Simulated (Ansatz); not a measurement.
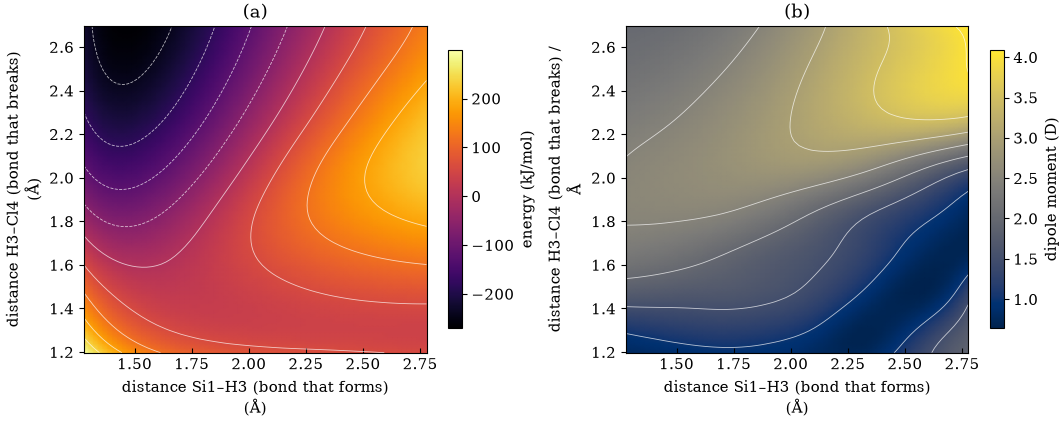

The reacting system CH5ClSi (fragments CH₄Si + ClH where the first distance is long, CH₅ClSi where the second is long). Coordinates scanned: (1) distance Si1–H3 (bond that forms); (2) distance H3–Cl4 (bond that breaks). Relaxed at each point: all other coordinates. Grid: 9 × 9 points. Points are written as (first, second). All energies are given in kJ/mol relative to a guessed transition structure relaxed with its forming and breaking bonds held. The reference is spin-restricted, so regions where a bond is pulled apart into radicals lie too high. Theory: Ansatz, RKS r2SCAN-D4/def2-SVP.

Panel (a) is the energy; panel (b) is the computed dipole moment, in D.

Drawn: a smooth colour map with a few white contour lines. Between grid points the surface is interpolated.

How does the dipole moment vary over the map, and what is it at the lowest grid point?

Answer. Leaving out the highest fifth of the energies, it runs from 0.65 D at (2.547 Å, 1.462 Å) to 3.74 D at (2.547 Å, 2.466 Å). At the lowest grid point, (1.543 Å, 2.697 Å), it is 2.14 D. That point lies on the edge of the scan.

```
second ↓, first →  1.278  1.389  1.543  1.718  1.909  2.112  2.325  2.547  2.778
            2.697   2.04   2.05   2.14   2.30   2.57   2.92   3.32   3.72   4.08
            2.466   2.19   2.25   2.36   2.53   2.78   3.09   3.43   3.74   3.99
            2.244   2.38   2.45   2.55   2.71   2.91   3.12   3.31   3.40   3.27
            2.031   2.54   2.59   2.65   2.74   2.81   2.77   2.52   2.02   1.45
            1.828   2.53   2.54   2.54   2.47   2.27   1.93   1.53   1.15   0.77
            1.637   2.28   2.23   2.13   1.96   1.77   1.57   1.27   0.81   0.76
            1.462   1.73   1.71   1.68   1.66   1.58   1.36   0.94   0.65   1.36
            1.308   1.08   1.15   1.21   1.24   1.18   0.98   0.68   0.98   1.77
            1.197   0.79   0.83   0.90   0.94   0.91   0.79   0.75   1.28   1.90
```
